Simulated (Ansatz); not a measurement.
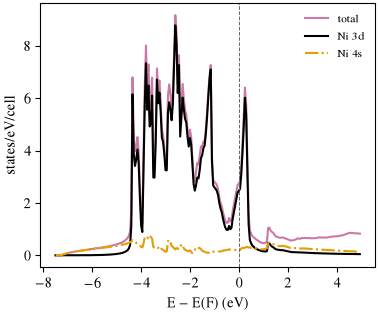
Figure: Total and projected density of states of Ni (diamond, Fd-3m), plane-wave PAW r²SCAN (Ansatz code)

Problem. Which orbitals carry the states next to the Fermi level?

Solution. Within 0.5 eV of the Fermi level: Ni 3d 88 %, Ni 4s 9 %. Projections are on Löwdin-orthogonalised atomic valence shells; empty p or d shells of many metals are not among them.

Problem. Where is the tallest occupied peak in this window, and what makes it?

Solution. Near -2.6 eV, about 9.2 states/eV per cell; the largest projected share is Ni 3d.

The start of the workflow was typed in or built on a structure type; neither database checked (COD, Materials Project) lists it. It is not the phase usual at ambient conditions (space group No. 225). The r²SCAN relaxation kept the symmetry of its start; whether a distortion lowers the energy is not shown. The final state is ferromagnetic, chosen from 4 collinear starts compared on coarse meshes (ties went to the first, and starts can fall back to one state), not a proven ground state. Other orbital occupations within this spin state were not tried.

Potentials: the later of the program's two PAW sets.
